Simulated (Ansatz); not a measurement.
GaN: thickness series

The reference is GaN in the rock salt structure (space group Fm-3m, No. 225; a = 4.219 Å). Axes: x, y, z lie along the cube axes.

Free-standing slabs (2 atom(s) a layer) normal to the z axis with 15 Å of vacuum; in-plane cell held at bulk.

Level of theory: Ansatz (a program for electronic structure) PBEsol, spin-orbit coupling left out.

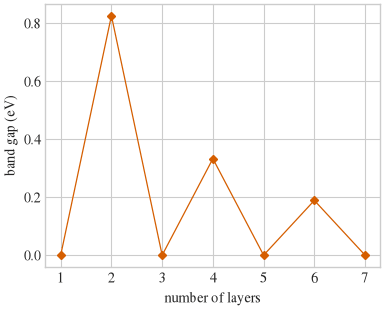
Fig. 1. Band gap against number of layers

### Question
From the plot, what is the band gap for 1 layer?

### Answer
About 0.00 eV.

### Question
Is the trend monotonic over the range shown?

### Answer
No, it turns within the range, spanning zero to 0.83 eV.

Whether these cells are dynamically stable was not tested. All final runs are without spin polarisation. This is not the structure that GaN has at room temperature and ambient pressure. A zero or small gap of GaN can be the functional's error rather than a property of the material.
